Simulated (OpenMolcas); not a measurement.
# GaSiH4F (SMILES [F][GaH][SiH3]): methods side by side

GaSiH4F: 7 atoms, total charge 0, spin state singlet. As SMILES, `[F][GaH][SiH3]`. Geometry: relaxed at PBE0-D4/def2-TZVP.

Each level gives the HOMO–LUMO gap (eV). The values are calculated.

```
          level             kind     program  value (eV)  CPU time
    HF/def2-SVP     Hartree–Fock  OpenMolcas       11.64     4.4 s
 SVWN5/def2-SVP              LDA  OpenMolcas        4.03      10 s
  BLYP/def2-SVP              GGA  OpenMolcas        4.10      13 s
  TPSS/def2-SVP         meta-GGA  OpenMolcas        4.44      17 s
r2SCAN/def2-SVP         meta-GGA  OpenMolcas        4.66      16 s
 B3LYP/def2-SVP    global hybrid  OpenMolcas        5.67      15 s
 BHLYP/def2-SVP    global hybrid  OpenMolcas        7.94      12 s
M06-2X/def2-SVP  hybrid meta-GGA  OpenMolcas        7.74      15 s
```

All-electron rows without a relativistic Hamiltonian named are non-relativistic. The values span 4.03 to 11.64 eV. Orbital gaps aren't excitation energies; they tend to grow with the share of exact exchange. Times are those of the runs behind each value, whatever else they computed, on shared processors of several kinds: orders of magnitude only.

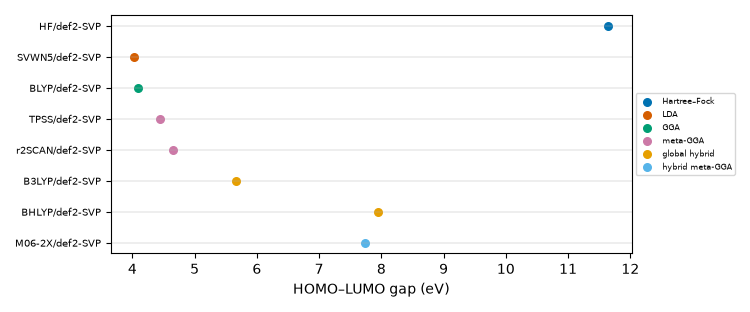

The values of the table, level by level.
